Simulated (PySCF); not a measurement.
# V²²⁺: dipole response in even-tempered 17s7p4d3f3g

Aim: the static polarisability and the C₆ coefficient of V²²⁺, method by method.

Program: PySCF 2.14.0. Level of theory: unrestricted determinants in a Gaussian basis, no spin-orbit coupling in the energies. These are calculated values, not measurements, unless marked.

## 1. The atom as given

```
Element     : vanadium (Z = 23)
Basis       : an uncontracted even-tempered set (17 s from 20 bohr⁻², ratio 2.2; 7 p from 31 bohr⁻², ratio 2.4; 4 d from 93 bohr⁻², ratio 2.4; 3 f from 140 bohr⁻², ratio 2.4; 3 g from 210 bohr⁻², ratio 2.4)
Hamiltonian : scalar relativity by spin-free X2C-1e
State 1     : V²²⁺: 1s1, 2S determinant
Methods     : UHF, PBE0
```

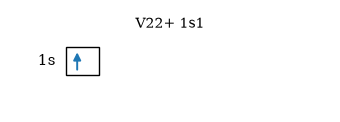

The shells outside the core, filled by Hund's rule for the drawing.

One driver process ran all states and methods and kept the integrals in memory. Each run is shown as a PySCF script that sums up its settings (the driver passes frozen orbitals as a list and adds second-order terms of double hybrids); the logs are those of the runs themselves. The driver starts from symmetry-adapted Hartree-Fock orbitals, holds the occupation by maximum overlap and uses a logarithmic radial grid for functionals, so a plain start would take other cycles.

The integrals over 106 functions and the set-up took 0.45 s of CPU time.

## 2. V²²⁺

#### UHF

input.py reads:

```python
from pyscf import gto, scf, dft, mp, cc
mol = gto.M(atom="V 0 0 0", charge=22, spin=1, symmetry="D2h",
            basis=gto.etbs([(0, 17, 20, 2.2), (1, 7, 31, 2.4), (2, 4, 93, 2.4), (3, 3, 140, 2.4), (4, 3, 210, 2.4)]),
            nucmod="G")
mf = scf.UHF(mol).sfx2c1e()
mf.irrep_nelec = {'Ag': (1, 0)}
mf.kernel()
```

Standard output:

```text
damping factor = 0
level_shift factor = 0
DIIS = <class 'pyscf.scf.diis.CDIIS'>
diis_start_cycle = 1
diis_space = 10
diis_damp = 0
SCF conv_tol = 1e-09
SCF conv_tol_grad = None
number electrons alpha = 1  beta = 0
cycle= 1 E= -266.388247144012  delta_E= -2.27e-13  |g|= 4.15e-10  |ddm|= 3.84e-10
converged SCF energy = -266.388247144012  <S^2> = 0.75  2S+1 = 2
```

CPU time 3.4 s on a shared host, the integrals not counted.

Orbital energies by shell (radii are means over both spins):

```csv
shell,electrons,mean orbital energy (eV),spread (eV),rms radius (bohr)
1s α,1,-7248.8,0,0.0744
```

⟨S²⟩ = 0.750, ⟨L²⟩ = 0.00.

The driver then solved the coupled dipole response at imaginary frequencies: mean α = 1.561e-05 bohr³, C₆ = 4.167e-08 au for a like pair.

#### PBE0

input.py, as changed from the run before:

```diff
@@ -4,3 +4,3 @@
             nucmod="G")
-mf = scf.UHF(mol).sfx2c1e()
+mf = dft.UKS(mol, xc="PBE0").sfx2c1e()
 mf.irrep_nelec = {'Ag': (1, 0)}
```

Standard output:

```text
damping factor = 0
level_shift factor = 0
DIIS = <class 'pyscf.scf.diis.CDIIS'>
diis_start_cycle = 1
diis_space = 10
diis_damp = 0
SCF conv_tol = 1e-09
SCF conv_tol_grad = None
number electrons alpha = 1  beta = 0
XC functionals = PBE0
    C. Adamo and V. Barone.,  J. Chem. Phys. 110, 6158 (1999)
    M. Ernzerhof and G. E. Scuseria.,  J. Chem. Phys. 110, 5029 (1999)
cycle= 1 E= -266.292077183086  delta_E= -0.000495  |g|= 0.00348  |ddm|= 0.00185
cycle= 2 E= -266.292077194707  delta_E= -1.16e-08  |g|= 1.61e-05  |ddm|= 9.76e-06
cycle= 3 E= -266.292077194707  delta_E= -2.27e-13  |g|= 1.91e-08  |ddm|= 5.01e-08
converged SCF energy = -266.292077194707  <S^2> = 0.75  2S+1 = 2
```

It used 3.1 s of CPU time after the integrals (shared host).

The driver then solved the coupled dipole response at imaginary frequencies: mean α = 1.571e-05 bohr³, C₆ = 4.202e-08 au for a like pair.

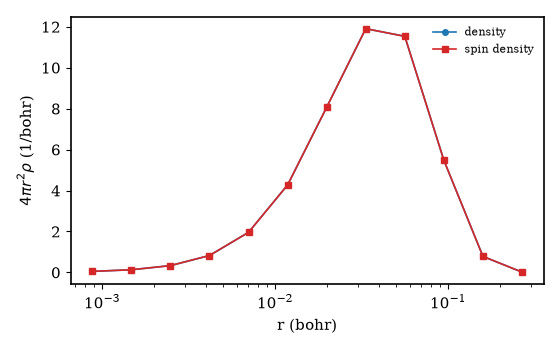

Radial density 4πr²ρ of V²²⁺ at UHF, at 12 stored radii joined by straight lines.

## 3. The response side by side

V²²⁺, in atomic units:

```csv
method,mean α,C₆ (like pair),S(−4)
UHF,1.561e-05,4.167e-08,3.244e-10
PBE0,1.571e-05,4.202e-08,3.296e-10
```

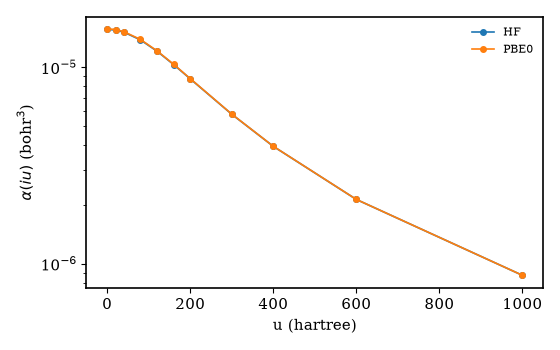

α(iu) of V²²⁺, the polarisability at imaginary frequency, on a logarithmic scale.

## 4. What came out

| quantity | value |
| --- | --- |
| α of V²²⁺ | 1.561e-05 (UHF) to 1.571e-05 (PBE0) bohr³ |

What this shows: A single London oscillator with the computed α and C₆ of V²²⁺ at UHF would have ω = 4 C₆ / (3 α²) = 228 hartree. All values hold for this basis alone; no basis-set limit was taken.
